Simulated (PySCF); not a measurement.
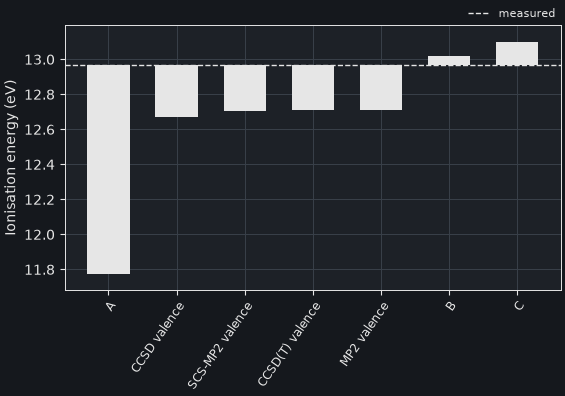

The ionisation energy of neutral chlorine ([Ne] 3s² 3p⁵ → [Ne] 3s² 3p⁴) by several methods, in rising order. PySCF, def2-TZVP, non-relativistic, unrestricted single determinants, no spin-orbit coupling. Methods marked “valence” freeze 10 core electrons. The lettered entries are BP86, HF and r2SCAN in some order.

**Match the letters to the methods.**

A is HF (11.77 eV); B is r2SCAN (13.02 eV); C is BP86 (13.10 eV). The values run from 11.77 eV (HF) to 13.10 eV (BP86). The measured value is 12.97 eV; nearest to it come r2SCAN (+0.05) and BP86 (+0.13), furthest HF (−1.19 eV).

Limits of the model: spin-orbit shift not estimated.
